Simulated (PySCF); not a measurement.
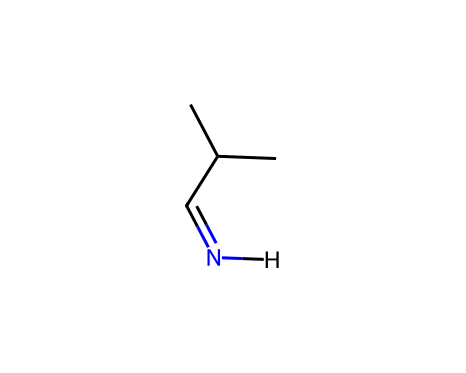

Question: Give its SMILES.

Answer: [H]/N=C\C(C)C

Question: What is the molecular formula?

Answer: C4H9N.

Question: An optimisation with GFN2-xTB gave a structure of which point group?

Answer: Cs. Other conformers may differ.

More results for the same structure follow; atom numbers are the same in all pictures, views and colours differ. Computed geometry: GFN2-xTB optimisation. No frequency run is at hand to confirm it as a minimum.

### Geometry

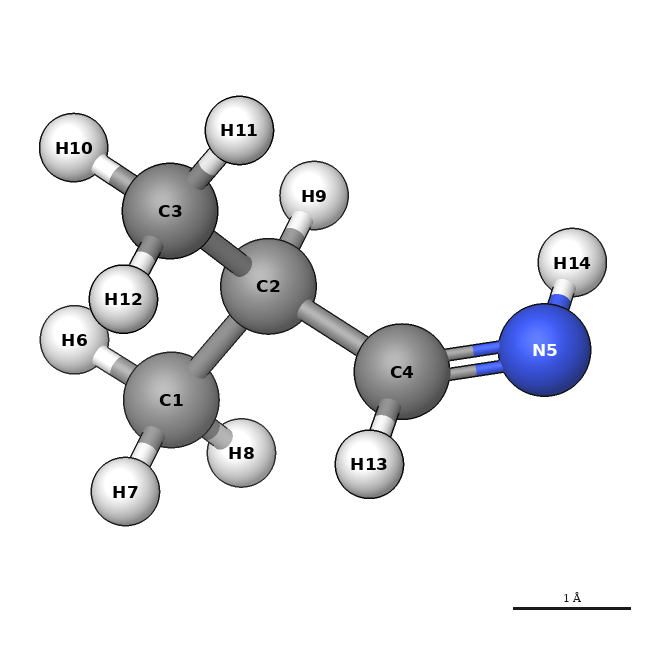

No frequency run is at hand to confirm it as a minimum.

Give the bond lengths.

| bond | length (Å) | order |
| --- | --- | --- |
| C1–C2 | 1.530 | single |
| C1–H6 | 1.088 | single |
| C1–H7 | 1.088 | single |
| C1–H8 | 1.088 | single |
| C2–C3 | 1.530 | single |
| C2–C4 | 1.504 | single |
| C2–H9 | 1.097 | single |
| C3–H10 | 1.088 | single |
| C3–H11 | 1.088 | single |
| C3–H12 | 1.088 | single |
| C4–N5 | 1.252 | double |
| C4–H13 | 1.087 | single |
| N5–H14 | 1.021 | single |

### NMR shielding

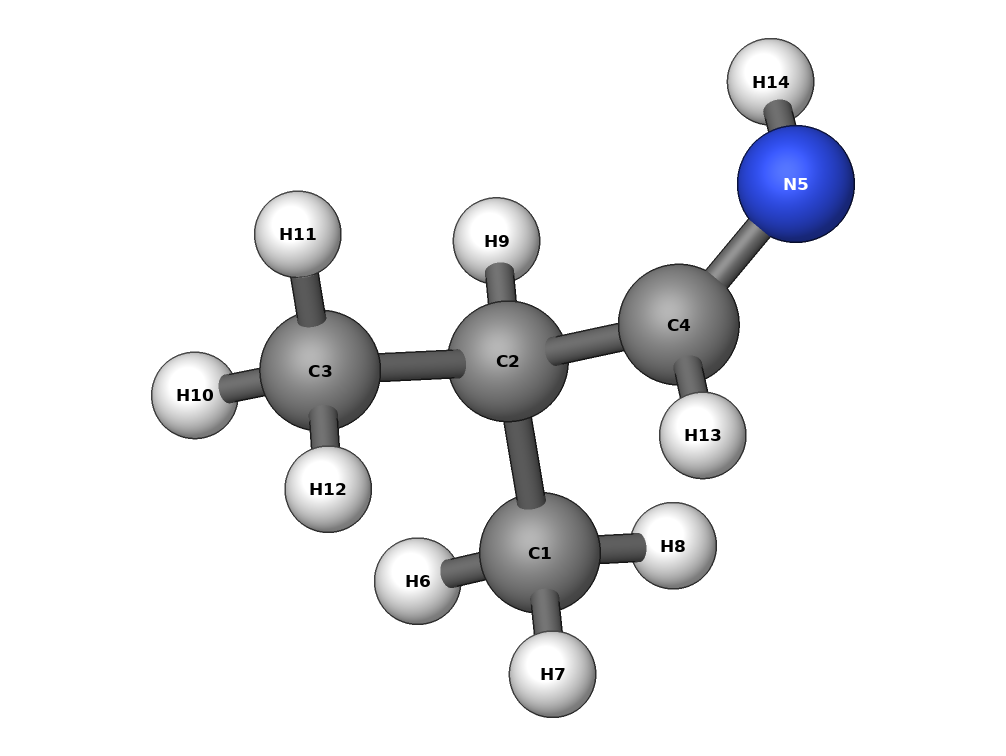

No frequency run is at hand to confirm it as a minimum. Properties computed with GIAO PBE0/pcSseg-1 NMR shielding, non-relativistic, gas phase (PySCF 2.14.0). Principal shieldings σ11 ≤ σ22 ≤ σ33, span Ω = σ33 − σ11, skew κ = 3(σiso − σ22)/Ω.

Give the shielding tensors of the N atoms.

| atom | σ11 | σ22 | σ33 | σiso | Ω | κ |
| --- | --- | --- | --- | --- | --- | --- |
| N5 | −392.7 | −76.2 | 216.8 | −84.0 | 609.5 | −0.04 |

Shieldings and span in ppm.

### Excitation

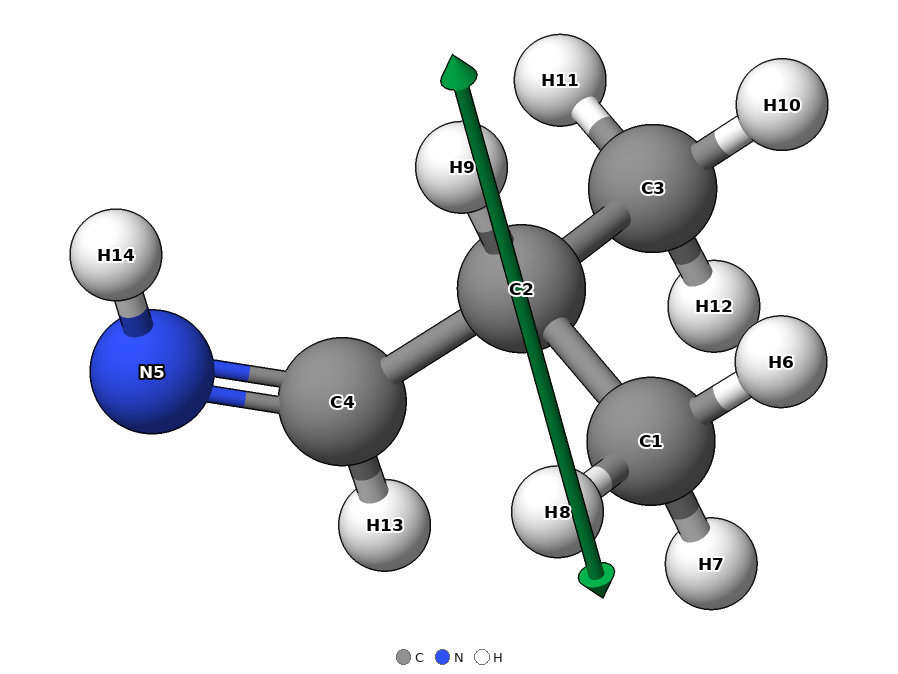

The double arrow shows the direction of the transition dipole to excited singlet state 3 (its length means nothing). No frequency run is at hand to confirm it as a minimum. Properties computed with TDDFT PBE0/def2-SVPD, vertical, gas phase, core orbitals frozen in the response (PySCF 2.14.0).

Question: Give its energy, strength and character.

Answer: 7.27 eV (170 nm), oscillator strength 0.039, mainly HOMO → LUMO+2 (weight 0.86); transition dipole 1.19 D.

### Polarisability

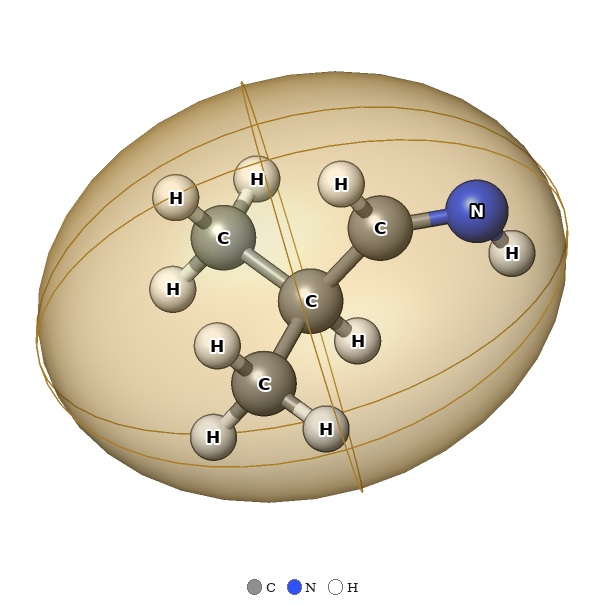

The ellipsoid shows the static dipole polarisability: its half-axes are proportional to the principal values. No frequency run is at hand to confirm it as a minimum. Computed with PBE0/def2-SVPD (PySCF 2.14.0).

Question: Give the principal values, the mean and the anisotropy.

Answer: Principal values 52.2, 53.0, 67.3 bohr³; mean 57.5 bohr³ (8.52 Å³); anisotropy 14.7 bohr³, so the longest axis is 1.29 times the shortest.
